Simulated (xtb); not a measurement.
# Run report: BBrF (charge +1), geometry relaxation (part 1 of 3)

- system: BBrF, charge +1
- method: GFN1-xTB (xtb 6.7.1 later snapshot)

The starting geometry was optimised with GFN1-xTB.

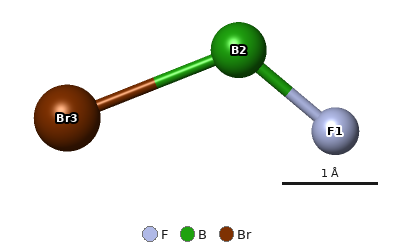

Figure 1. The starting structure (ball-and-stick view, seen on its broad side; atoms are numbered from 1 in the order of the input). Bond lengths as drawn: B–Br 1.94 Å and B–F 1.33 Å.

The input (coord)
```
$coord
     -0.685989480500      2.402824561984     -0.129843082023  f
      0.840776947368      0.505369457509      0.520487266506  b
     -0.154787466868     -2.908194019493     -0.390644184483  br
$end
```

File input.inp
```
$chrg 1
$spin 0
$end
```

Run as:
```bash
xtb --gfn 1 -I input.inp --ohess tight -P 1 -- coord | tee out.txt
```

Output
```
* xtb version 6.7.1
   ID    Z sym.   atoms
    1    9 f      1
    2    5 b      2
    3   35 br     3

           -------------------------------------------------
          |                Calculation Setup                |
           -------------------------------------------------

          program call               : xtb --gfn 1 -I input.inp --ohess tight -P 1 -- coord
          coordinate file            : coord
          omp threads                :                     1

           -------------------------------------------------
          |                 G F N 1 - x T B                 |
           -------------------------------------------------

      * Hamiltonian:
        H0-scaling (s, p, d)           1.850000    2.250000    2.000000
        zeta-weighting                 0.000000
      * Dispersion:
        s8                             2.400000
        a1                             0.630000
        a2                             5.000000
        s9                             0.000000
      * Repulsion:
        kExp                           1.500000
        rExp                           1.000000
      * Coulomb:
        alpha                          2.000000
        third order                    atomic
        anisotropic                    false
      * Halogen bond correction:
        rad-scale                      1.300000
        damping                        0.440000

          ...................................................
          :                      SETUP                      :
          :.................................................:
          :  # basis functions                  18          :
          :  # atomic orbitals                  17          :
          :  # shells                            7          :
          :  # electrons                        16          :
          :  # halogen bonds                     0          :
          :  max. iterations                   250          :
          :  Hamiltonian                  GFN1-xTB          :
          :  restarted?                      false          :
          :  GBSA solvation                  false          :
          :  PC potential                    false          :
          :  electronic temp.          300.0000000     K    :
          :  accuracy                    1.0000000          :
          :  -> integral cutoff          0.2500000E+02      :
          :  -> integral neglect         0.1000000E-07      :
          :  -> SCF convergence          0.1000000E-05 Eh   :
          :  -> wf. convergence          0.2000000E-04 e    :
          :  Broyden damping             0.4000000          :
          :  net charge                          1          :
          :  unpaired electrons                  0          :
          ...................................................

 iter      E             dE          RMSdq      gap      omega  full diag
   1     -9.3378401 -0.933784E+01  0.107E+01    5.11       0.0  T
   2     -9.1416482  0.196192E+00  0.143E+01    1.24       1.0  T
   3     -9.8009016 -0.659253E+00  0.450E+00    3.97       1.0  T
   4     -9.8831392 -0.822376E-01  0.228E+00    1.95       1.0  T
   5     -9.9078552 -0.247160E-01  0.964E-01    2.23       1.0  T
   6     -9.9122388 -0.438368E-02  0.416E-01    2.58       1.0  T
   7     -9.9132464 -0.100755E-02  0.527E-02    2.49       1.1  T
   8     -9.9132394  0.697442E-05  0.532E-02    2.49       1.1  T
   9     -9.9132547 -0.153123E-04  0.199E-03    2.47      29.0  T
  10     -9.9132547 -0.498854E-08  0.149E-03    2.47      38.6  T
  11     -9.9132547 -0.672805E-08  0.251E-05    2.47    2300.8  T
  12     -9.9132547 -0.112799E-11  0.308E-07    2.47  100000.0  T

   *** convergence criteria satisfied after 12 iterations ***

         #    Occupation            Energy/Eh            Energy/eV
      -------------------------------------------------------------
         1        2.0000           -1.2031934             -32.7406
         2        2.0000           -1.0859817             -29.5511
         3        2.0000           -0.9465965             -25.7582
         4        2.0000           -0.9055766             -24.6420
         5        2.0000           -0.9048518             -24.6223
         6        2.0000           -0.8643640             -23.5205
         7        2.0000           -0.8072961             -21.9676
         8        2.0000           -0.8029778             -21.8501 (HOMO)
         9                         -0.7120348             -19.3755 (LUMO)
        10                         -0.6269606             -17.0605
        11                         -0.5255187             -14.3001
        12                         -0.4569598             -12.4345
        13                         -0.4568454             -12.4314
       ...                                ...                  ...
        17                          0.0023495               0.0639
      -------------------------------------------------------------
                  HL-Gap            0.0909430 Eh            2.4747 eV
             Fermi-level           -0.7575063 Eh          -20.6128 eV

 SCC (total)                   0 d,  0 h,  0 min,  0.002 sec
 SCC setup                      ...        0 min,  0.000 sec (  2.277%)
 Dispersion                     ...        0 min,  0.000 sec (  1.032%)
 classical contributions        ...        0 min,  0.000 sec (  0.201%)
 integral evaluation            ...        0 min,  0.000 sec ( 21.066%)
 iterations                     ...        0 min,  0.001 sec ( 47.466%)
 molecular gradient             ...        0 min,  0.000 sec ( 22.854%)
 printout                       ...        0 min,  0.000 sec (  4.582%)

         :::::::::::::::::::::::::::::::::::::::::::::::::::::
         ::                     SUMMARY                     ::
         :::::::::::::::::::::::::::::::::::::::::::::::::::::
         :: total energy              -9.881800058933 Eh    ::
         :: gradient norm              0.130086947917 Eh/a0 ::
         :: HOMO-LUMO gap              2.474685875483 eV    ::
         ::.................................................::
         :: SCC energy                -9.913254737513 Eh    ::
         :: -> electrostatic           0.185876212063 Eh    ::
         :: repulsion energy           0.032017984400 Eh    ::
         :: dispersion energy         -0.000563305819 Eh    ::
         :: halogen bond corr.         0.000000000000 Eh    ::
         :: add. restraining           0.000000000000 Eh    ::
         :: total charge               1.000000000000 e     ::
         :::::::::::::::::::::::::::::::::::::::::::::::::::::

      -----------------------------------------------------------
     |                   =====================                   |
     |                        A N C O P T                        |
     |                   =====================                   |
     |               Approximate Normal Coordinate               |
     |                Rational Function Optimizer                |
      -----------------------------------------------------------

          ...................................................
          :                      SETUP                      :
          :.................................................:
          :   optimization level             tight          :
          :   max. optcycles                   200          :
          :   ANC micro-cycles                  20          :
          :   degrees of freedom                 3          :
          :.................................................:
          :   RF solver                   davidson          :
          :   write xtbopt.log                true          :
          :   linear?                        false          :
          :   energy convergence         0.1000000E-05 Eh   :
          :   grad. convergence          0.8000000E-03 Eh/α :
          :   maximum RF displ.          1.0000000          :
          :   Hlow (freq-cutoff)         0.1000000E-01      :
          :   Hmax (freq-cutoff)         5.0000000          :
          :   S6 in model hess.         20.0000000          :
          ...................................................

generating ANC from exact Hessian ...
Using Lindh-Hessian (1995)
 Shifting diagonal of input Hessian by    0.0000000000000000
 Lowest  eigenvalues of input Hessian
    0.000000    0.000000    0.000000    0.000000    0.000000    0.000000
    0.054236    0.444069    1.395772
 Highest eigenvalues
    0.000000    0.000000    0.000000    0.054236    0.444069    1.395772

........................................................................
.............................. CYCLE    1 ..............................
........................................................................

 iter      E             dE          RMSdq      gap      omega  full diag
   1     -9.9132547 -0.991325E+01  0.419E-08    2.47       0.0  T
   2     -9.9132547  0.142109E-13  0.595E-08    2.47  100000.0  T
   3     -9.9132547 -0.124345E-13  0.490E-09    2.47  100000.0  T
     SCC iter.                  ...        0 min,  0.000 sec
     gradient                   ...        0 min,  0.000 sec
 * total energy  :    -9.8818001 Eh     change       -0.8881784E-14 Eh
   gradient norm :     0.1300869 Eh/α   predicted     0.0000000E+00 (-100.00%)
   displ. norm   :     0.4470727 α      lambda       -0.3558095E-01
   maximum displ.:     0.4058712 α      in ANC's #1, #2, #3, ...

........................................................................
.............................. CYCLE    2 ..............................
........................................................................

 iter      E             dE          RMSdq      gap      omega  full diag
   1     -9.9503846 -0.995038E+01  0.530E-01    3.63       0.0  T
   2     -9.9502753  0.109332E-03  0.406E-01    3.77       1.0  T
   3     -9.9508386 -0.563365E-03  0.214E-01    3.65       1.0  T
   4     -9.9509130 -0.743586E-04  0.724E-02    3.70       1.0  T
   5     -9.9509307 -0.177117E-04  0.726E-04    3.68      79.5  T
   6     -9.9509307 -0.238673E-08  0.108E-04    3.68     532.8  T
   7     -9.9509307 -0.276792E-10  0.429E-06    3.68   13467.9  T
     SCC iter.                  ...        0 min,  0.000 sec
     gradient                   ...        0 min,  0.000 sec
 * total energy  :    -9.9061462 Eh     change       -0.2434618E-01 Eh
   gradient norm :     0.0974191 Eh/α   predicted    -0.2134633E-01 ( -12.32%)
   displ. norm   :     0.2443898 α      lambda       -0.1842097E-01
   maximum displ.:     0.1848142 α      in ANC's #2, #3, #1, ...

........................................................................
.............................. CYCLE    3 ..............................
........................................................................

 iter      E             dE          RMSdq      gap      omega  full diag
   1     -9.9909075 -0.999091E+01  0.586E-01    4.69       0.0  T
   2     -9.9913252 -0.417714E-03  0.311E-01    4.71       1.0  T
   3     -9.9913900 -0.648176E-04  0.203E-01    4.67       1.0  T
   4     -9.9914000 -0.100310E-04  0.963E-02    4.72       1.0  T
   5     -9.9914454 -0.453475E-04  0.902E-04    4.69      64.0  T
   6     -9.9914454 -0.488590E-08  0.464E-05    4.69    1245.4  T
   7     -9.9914454 -0.404299E-11  0.754E-06    4.69    7660.2  T
     SCC iter.                  ...        0 min,  0.000 sec
     gradient                   ...        0 min,  0.000 sec
 * total energy  :    -9.9160271 Eh     change       -0.9880867E-02 Eh
   gradient norm :     0.0521219 Eh/α   predicted    -0.9760592E-02 (  -1.22%)
   displ. norm   :     0.4029160 α      lambda       -0.1319633E-01
   maximum displ.:     0.3832232 α      in ANC's #1, #3, #2, ...

........................................................................
.............................. CYCLE    4 ..............................
........................................................................

 iter      E             dE          RMSdq      gap      omega  full diag
   1     -9.9780588 -0.997806E+01  0.273E-01    5.09       0.0  T
   2     -9.9780924 -0.336252E-04  0.253E-01    4.99       1.0  T
   3     -9.9782654 -0.172986E-03  0.120E-01    5.05       1.0  T
   4     -9.9782642  0.118754E-05  0.387E-02    5.04       1.5  T
   5     -9.9782695 -0.528413E-05  0.399E-04    5.04     144.6  T
   6     -9.9782695 -0.117181E-08  0.104E-04    5.04     554.4  T
   7     -9.9782695 -0.211742E-10  0.324E-06    5.04   17807.8  T
     SCC iter.                  ...        0 min,  0.000 sec
     gradient                   ...        0 min,  0.000 sec
 * total energy  :    -9.9222411 Eh     change       -0.6214018E-02 Eh
   gradient norm :     0.0371475 Eh/α   predicted    -0.7669324E-02 (  23.42%)
   displ. norm   :     0.0605628 α      lambda       -0.1962674E-02
   maximum displ.:     0.0447645 α      in ANC's #2, #3, #1, ...

........................................................................
.............................. CYCLE    5 ..............................
........................................................................

 iter      E             dE          RMSdq      gap      omega  full diag
   1     -9.9870675 -0.998707E+01  0.144E-01    5.26       0.0  T
   2     -9.9871125 -0.450533E-04  0.701E-02    5.24       1.0  T
   3     -9.9871193 -0.672705E-05  0.419E-02    5.25       1.4  T
   4     -9.9871180  0.127328E-05  0.216E-02    5.24       2.7  T
   5     -9.9871203 -0.232755E-05  0.105E-04    5.25     552.0  T
   6     -9.9871203 -0.465583E-10  0.178E-05    5.25    3238.5  T
   7     -9.9871203 -0.532907E-12  0.389E-08    5.25  100000.0  T
     SCC iter.                  ...        0 min,  0.000 sec
     gradient                   ...        0 min,  0.000 sec
 * total energy  :    -9.9236541 Eh     change       -0.1412970E-02 Eh
   gradient norm :     0.0172434 Eh/α   predicted    -0.9849365E-03 ( -30.29%)
   displ. norm   :     0.1905254 α      lambda       -0.2121116E-02
   maximum displ.:     0.1228967 α      in ANC's #2, #1, #3, ...

........................................................................
.............................. CYCLE    6 ..............................
........................................................................

 iter      E             dE          RMSdq      gap      omega  full diag
   1     -9.9905362 -0.999054E+01  0.125E-01    5.56       0.0  T
   2     -9.9905718 -0.355834E-04  0.127E-01    5.64       1.0  T
   3     -9.9906476 -0.757465E-04  0.354E-02    5.61       1.6  T
   4     -9.9906479 -0.292536E-06  0.214E-02    5.61       2.7  T
   5     -9.9906482 -0.315483E-06  0.352E-04    5.61     163.8  T
   6     -9.9906482 -0.609711E-09  0.226E-05    5.61    2557.5  T
   7     -9.9906482 -0.905942E-12  0.248E-06    5.61   23303.6  T
     SCC iter.                  ...        0 min,  0.000 sec
     gradient                   ...        0 min,  0.000 sec
 * total energy  :    -9.9246440 Eh     change       -0.9899560E-03 Eh
   gradient norm :     0.0212436 Eh/α   predicted    -0.1099056E-02 (  11.02%)
   displ. norm   :     0.0223886 α      lambda       -0.3551908E-03
   maximum displ.:     0.0212801 α      in ANC's #3, #2, #1, ...

........................................................................
.............................. CYCLE    7 ..............................
........................................................................

 iter      E             dE          RMSdq      gap      omega  full diag
   1     -9.9933309 -0.999333E+01  0.858E-02    5.65       0.0  T
   2     -9.9933632 -0.323751E-04  0.610E-02    5.61       1.0  T
   3     -9.9933806 -0.173697E-04  0.198E-02    5.63       2.9  T
   4     -9.9933812 -0.638924E-06  0.117E-02    5.63       4.9  T
   5     -9.9933814 -0.109059E-06  0.130E-04    5.63     444.8  T
   6     -9.9933814 -0.807994E-10  0.519E-06    5.63   11120.7  T
     SCC iter.                  ...        0 min,  0.000 sec
     gradient                   ...        0 min,  0.000 sec
 * total energy  :    -9.9248328 Eh     change       -0.1887243E-03 Eh
   gradient norm :     0.0014543 Eh/α   predicted    -0.1776833E-03 (  -5.85%)
   displ. norm   :     0.0437058 α      lambda       -0.3480309E-04
   maximum displ.:     0.0315679 α      in ANC's #1, #3, #2, ...

........................................................................
.............................. CYCLE    8 ..............................
........................................................................

 iter      E             dE          RMSdq      gap      omega  full diag
   1     -9.9923794 -0.999238E+01  0.163E-02    5.62       0.0  T
   2     -9.9923795 -0.197299E-07  0.140E-02    5.61       4.1  T
   3     -9.9923800 -0.578313E-06  0.664E-03    5.62       8.7  T
   4     -9.9923801 -0.149971E-07  0.694E-04    5.62      83.2  T
   5     -9.9923801 -0.288402E-08  0.543E-06    5.62   10633.6  T
   6     -9.9923801 -0.355271E-14  0.374E-06    5.62   15445.2  T
     SCC iter.                  ...        0 min,  0.000 sec
     gradient                   ...        0 min,  0.000 sec
 * total energy  :    -9.9248421 Eh     change       -0.9317436E-05 Eh
   gradient norm :     0.0022644 Eh/α   predicted    -0.1741563E-04 (  86.91%)
   displ. norm   :     0.0083781 α      lambda       -0.1214393E-04
   maximum displ.:     0.0074224 α      in ANC's #1, #3, #2, ...
```
